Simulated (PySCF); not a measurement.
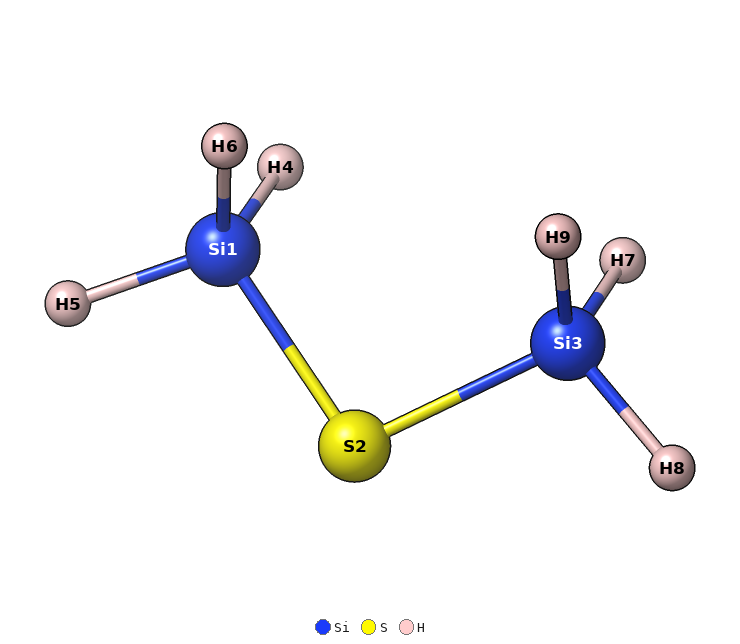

The computed structure is the end point of a PBE0-D3(BJ)/def2-SVP optimisation. No frequency run is at hand to confirm it as a minimum. Method: TDDFT PBE0/def2-SVPD, vertical, gas phase, core orbitals frozen in the response (PySCF 2.14.0), and the same with a continuum solvent (IEF-PCM, Bondi radii x 1.2, gas-phase geometry).

How do dipole (D), HOMO–LUMO gap (eV), lowest singlet (eV) change in acetone (ε = 20.5), water (ε = 78.4)?

```
   medium  dipole (D)  HOMO–LUMO gap (eV)  lowest singlet (eV)
gas phase        1.01                7.11                 5.78
  acetone        1.46                7.24                 5.89
    water        1.50                7.24                 5.90
```
